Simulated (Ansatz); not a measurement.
CGeO (charge −1, doublet)

The calculation's input:

```
crystal:
  periodic: [false, false, false]
  atoms:
    - {symbol: C, position_ang: [0.060985, -1.478985, 0.687313]}
    - {symbol: Ge, position_ang: [-0.577615, 0.442310, 1.277476]}
    - {symbol: O, position_ang: [-0.781821, -1.164005, -0.159999]}
basis:
  gaussian: {orbitals: def2-TZVPD}
total_charge: -1
magnetization: {spin_polarized: true, initial_magnetization: 1}
hamiltonian: {xc: {name: PBE0}}
output: {forces: true, orbitals: {seedname: orbitals}}
```

Launched as:

```sh
ansatz run input.yaml --threads 1 --pin off --max-ram 2610MiB --events-out events.jsonl --progress --plain --runs-dir runs
```

Geometry: PBE0-D3(BJ)/def2-SVPD; the highest occupied orbital lies above zero, a sign that basis and functional describe the outermost electron poorly.

All numbers below come from isolated molecule in a Gaussian basis; Kohn-Sham density functional theory, functional PBE0 (Ansatz).

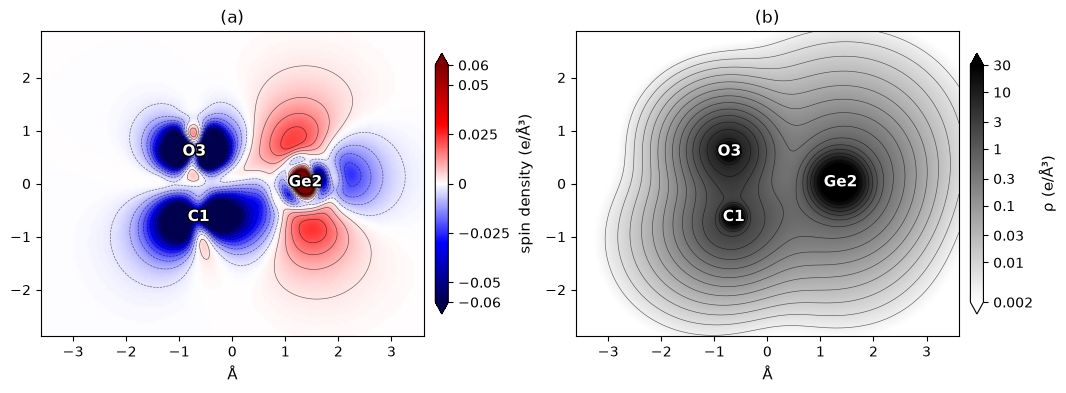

Figure 1. (a) spin density; (b) total electron density on the molecular plane.

> What does the map show?

Atoms in the plane: C, Ge and O.
C–O (1.24 Å): ρ at the midpoint is about 3.2 e/Å³.
C–Ge (2.11 Å): the density is about 0.56 e/Å³ at the midpoint.
Ge–O (2.17 Å): ρ is about 0.42 e/Å³ halfway.
The unpaired spin (1 electron) lies mostly on Ge2 (about 1.0), in electrons by Hirshfeld's partition, with opposite, polarisation-induced spin on C1.

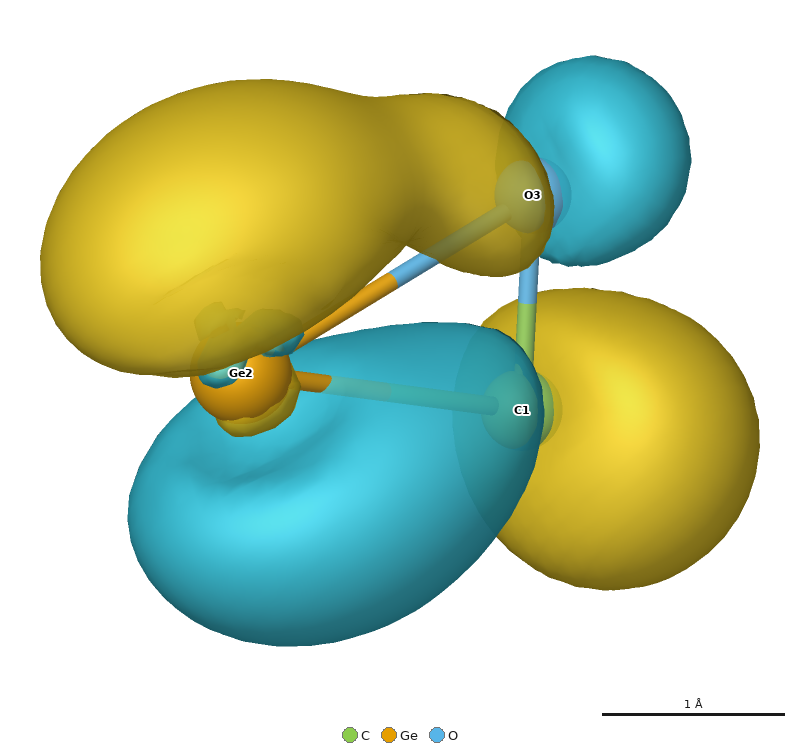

Figure 2. The HOMO (β) at ±0.15 Å⁻³ᐟ² (yellow and cyan are the two phases), seen at an oblique angle.

> Describe this orbital and give its energy.

It lies mainly on Ge2 (about 45 %), C1 (about 40 %) and O3 (about 15 %); it is symmetric in the molecular plane (an in-plane orbital: σ, lone-pair or in-plane π type). Its energy is 0.71 eV.
